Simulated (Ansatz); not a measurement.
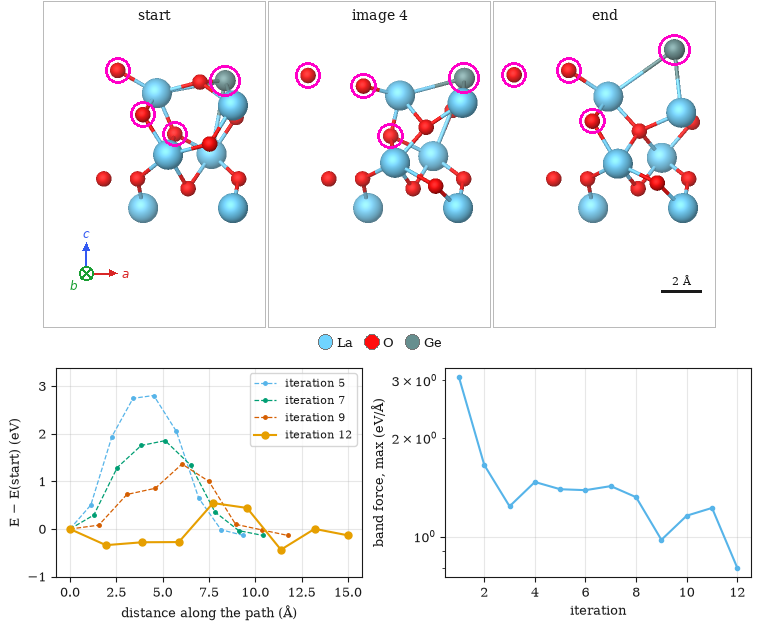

A nudged-elastic-band calculation for Ge on La2O3(110) (16 atoms in the cell). Images are numbered from 0 (start) to 8 (end). The plot follows the band through its iterations. Style: ball-and-stick. Shown: the simulation cell, with the vacuum cut short (origin moved), along the b axis. The atoms that move most are ringed. Bonds to atoms that aren't drawn are left out.

All numbers below come from Ansatz, DFT PBE-D3(BJ), scalar-relativistic, plane waves, PAW. Settings: plane-wave cutoff 420 eV; k-point mesh 2 × 2 × 1; Fermi-Dirac smearing 0.05 eV; 5 atoms held fixed; 7 movable images; climbing image; force threshold 0.03 eV/Å; iteration limit 12; starting path by image-dependent pair potential; end points relaxation cut short.

**Judge this run.**

The result isn't final. The band hadn't converged when the run stopped after 12 iterations. The largest component of the band force went from 3.1 to 0.8 eV/Å. The barrier read from it is provisional: over the last two iterations the highest image moved from 1.02 eV to 0.55 eV. The end points weren't fully relaxed, which shifts the zero of the barriers. The first iteration put the highest image at 6.35 eV. Relative to the start the highest point is image 4 at +0.55 eV and the end lies at −0.13 eV, but the profile dips to −0.43 eV at image 6 on the way, so there may be more than one step; on an unconverged band the side maxima are provisional.

Limits of the set-up: the periodic images lie only 6.1 Å apart, so the values are limited by the cell's size.

The run took 24 min on 2 threads of Intel(R) Xeon(R) Platinum 8259CL CPU @ 2.50GHz (Skylake/Cascade Lake), with other jobs on the host, peak memory 2.2 GiB.

PAW datasets: the set soft_1.
